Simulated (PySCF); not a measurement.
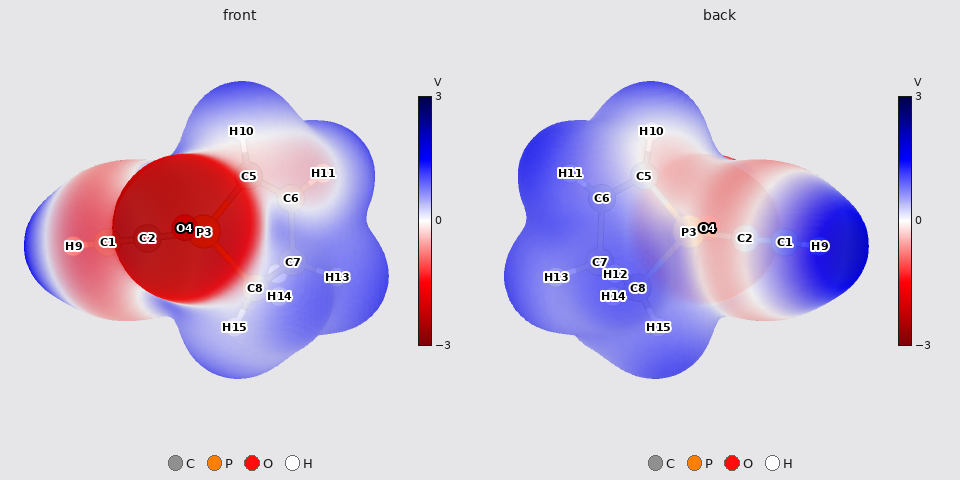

Figure 1: C₆H₇OP. The molecular electrostatic potential painted on the density surface at 0.002 e/bohr³, seen from the front and from behind; red is negative and blue positive.

Geometry: GFN2-xTB.

Theory: PBE0/pcSseg-1, SCF density, gas phase, non-relativistic in PySCF.

The calculation's input:

```
{"job": {"kind": "nmr", "xc": "PBE0", "basis": "pcSseg-1"}, "charge": 0, "multiplicity": 1}
C      2.959419     0.088563     0.637280
C      2.014684    -0.012681    -0.097446
P      0.670954    -0.162713    -1.251988
O      1.089640    -0.520477    -2.609481
C     -0.315126     1.332936    -0.986053
C     -1.306380     1.094333    -0.139033
C     -1.414794    -0.286112     0.439606
C     -0.570596    -1.232945    -0.414400
H      3.780064     0.176585     1.289427
H     -0.110929     2.273354    -1.468483
H     -2.023943     1.839138     0.173581
H     -1.039270    -0.258924     1.467083
H     -2.458399    -0.605995     0.483648
H     -1.167364    -1.681246    -1.213282
H     -0.112376    -2.035826     0.161972
```

Command:

```sh
OMP_NUM_THREADS=1 python probes_run.py task.json out
```

Question: Where is the surface potential most negative and most positive?

Answer: The most negative region (about −2.3 V) lies over O4, the most positive (about +1.9 V) over H9. O4 is the likeliest acceptor of a hydrogen bond.

Question: How polar is the molecule by this calculation?

Answer: Its dipole moment is 4.84 D.
